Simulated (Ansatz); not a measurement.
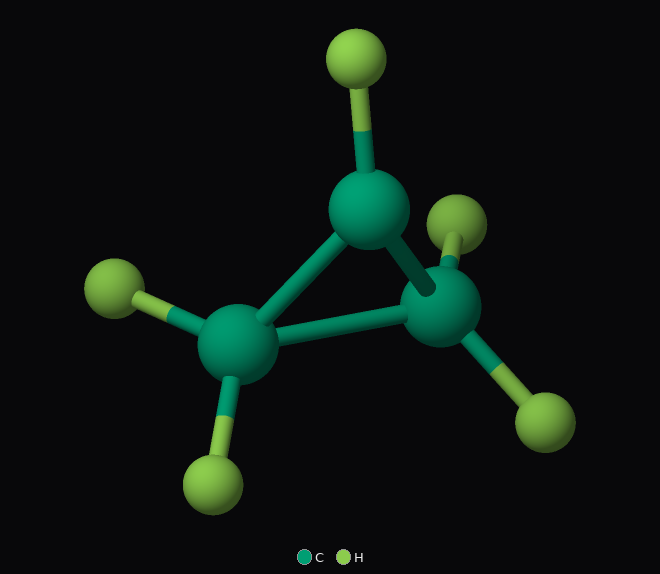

A ball-and-stick model of a molecule.

Charge 0, doublet. Computed geometry: PBE0-D4/def2-TZVP optimisation.

Count the atoms of each element.

C₃H₅, 8 atoms: 3 carbon and 5 hydrogen.

What is the point group of this geometry?

Cs.

How many sets of symmetry-equivalent atoms are there?

5: 1 C, 2 C, 1 H, 2 H, 2 H.

How many bonds of each kind are drawn?

5 C–H, 3 C–C. Sticks follow a distance rule.

More results for the same structure follow; atom numbers are the same in all pictures, views and colours differ.

**Vibrations**

Harmonic vibrations computed with UKS PBE0-D4/def2-TZVP (Ansatz 0.2.0) at a stationary point of the same level.

How many vibrational modes are there, and where do they lie?

18 modes: 555, 767, 776, 876, 948, 1026, 1063, 1090, 1094, 1161, 1284, 1447, 1481, 3110, 3111, 3177, 3190, 3248 cm⁻¹.

**Electronic properties**

Level of theory: UKS CAM-B3LYP-D4/def2-TZVPP (Ansatz 0.2.0).

Computed properties:

- ⟨S²⟩ of the determinant: 0.754
- dispersion correction: −7.6 kJ/mol

**Charges**

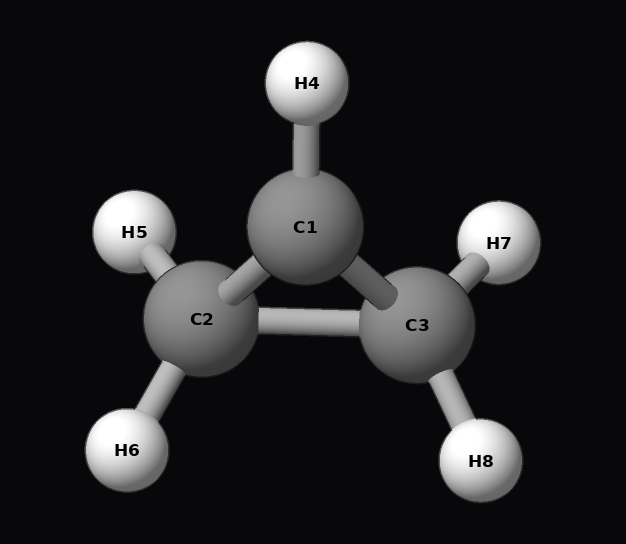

The questions are on Mulliken charges. Level of theory: UKS PBE0-D4/def2-TZVP (Ansatz 0.2.0).

Which atom carries the highest charge (most positive or least negative)?

H4 (0.14 e).

And the lowest?

C2, C3 (−0.24 e).

Give the Mulliken charges atom by atom.

```
atom  value (e)
  C1      −0.16
  C2      −0.24
  C3      −0.24
  H4       0.14
  H5       0.12
  H6       0.13
  H7       0.12
  H8       0.13
```

**Dipole moment**

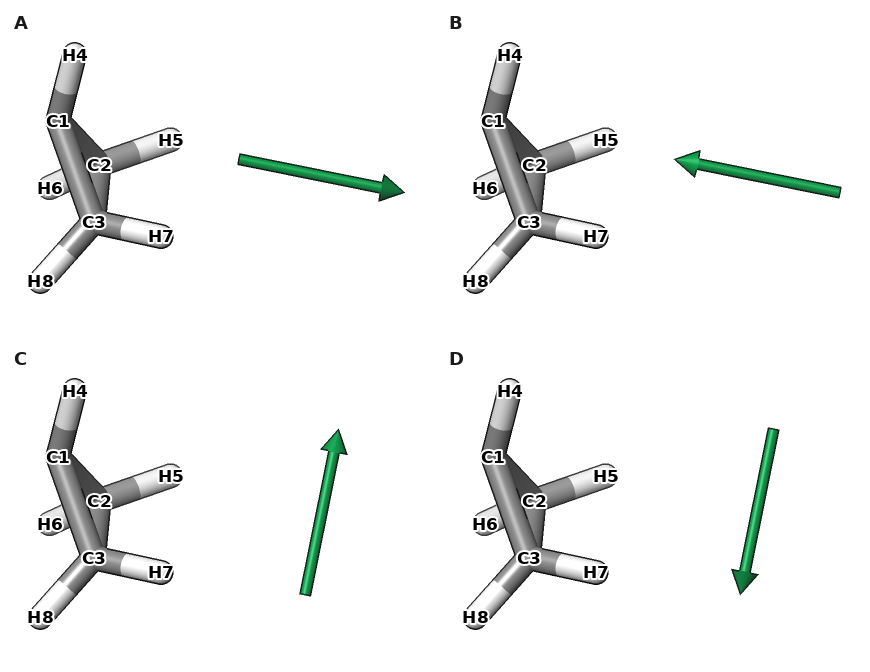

The same molecule four times, each with an arrow. Method: UKS PBE0-D4/def2-TZVP (Ansatz 0.2.0).

Which arrow points along the dipole moment, from the negative to the positive end?

A. The dipole moment is 0.61 D; it points from the side of C1, H4 to the side of H5, H7 (the outermost atoms at the two ends).

Mulliken values depend strongly on the basis set and can even reverse the polarity of a bond.
